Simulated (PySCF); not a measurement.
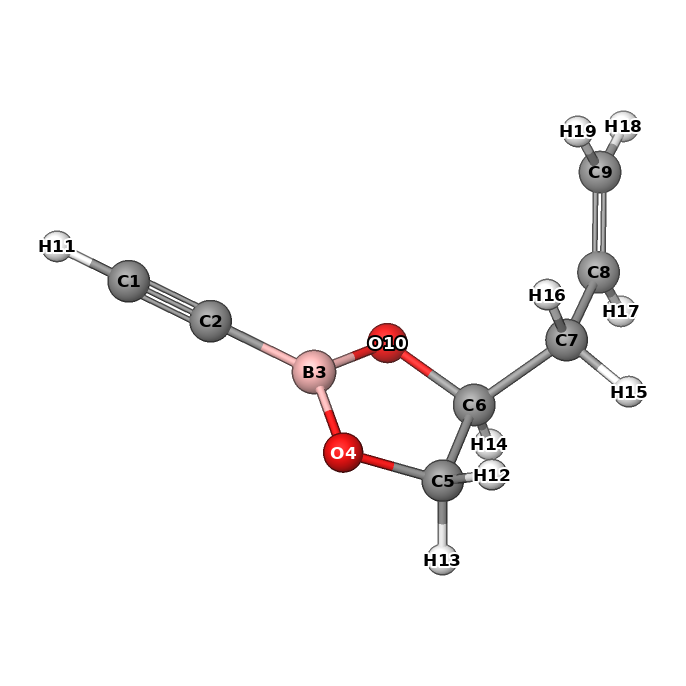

The computed structure is the end point of a GFN2-xTB optimisation. No frequency run is at hand to confirm it as a minimum. Electric field gradients from the ground-state density, PBE0/pcSseg-1 (PySCF 2.14.0), non-relativistic apart from any core potentials.

Give the largest field-gradient component, the quadrupole coupling constant and the asymmetry for 11B at B3 (Q = 40.59 mb), 17O at O4 (Q = −25.6 mb), 17O at O10 (Q = −25.6 mb).

```tsv
atom	V_zz (a.u.)	e²qQ/h (MHz)	η
B3	0.307	2.92	0.34
O4	1.563	−9.40	0.19
O10	1.530	−9.20	0.15
```

The geometry is semi-empirical. Around B such bond lengths and angles can be off by a tenth of an ångström or more and by several degrees, and values that hang on the shape move with them.
